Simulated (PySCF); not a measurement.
C₁₀H₈, SMILES c1ccc2cccc-2cc1 at its GFN2-xTB optimised geometry (Å):

```
18

C      0.0001     2.5819     0.0000
C      1.2577     1.9944     0.0000
C      1.5877     0.6468     0.0000
C      0.7435    -0.4473     0.0000
C      1.1367    -1.7872     0.0000
C     -0.0001    -2.5899     0.0000
C     -1.1368    -1.7872     0.0000
C     -0.7436    -0.4473     0.0000
C     -1.5877     0.6468     0.0000
C     -1.2575     1.9944     0.0000
H      0.0001     3.6662     0.0000
H      2.0941     2.6830     0.0000
H      2.6477     0.4151     0.0000
H      2.1538    -2.1345     0.0000
H     -0.0001    -3.6662     0.0000
H     -2.1539    -2.1345     0.0000
H     -2.6477     0.4153     0.0000
H     -2.0939     2.6831     0.0000
```

Calculation: PBE0/def2-SVP run with PySCF 2.14.0.

Map of the log10 of the electron density (e/bohr³), floored at −4 on the plane z = 0.8 Å:

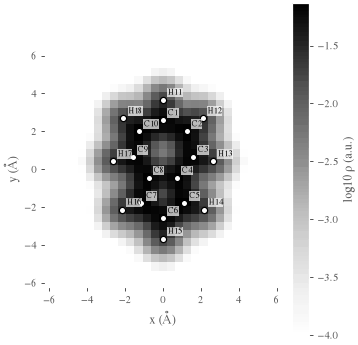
Log10 of the electron density (e/bohr³), floored at −4 on the plane z = 0.8 Å.
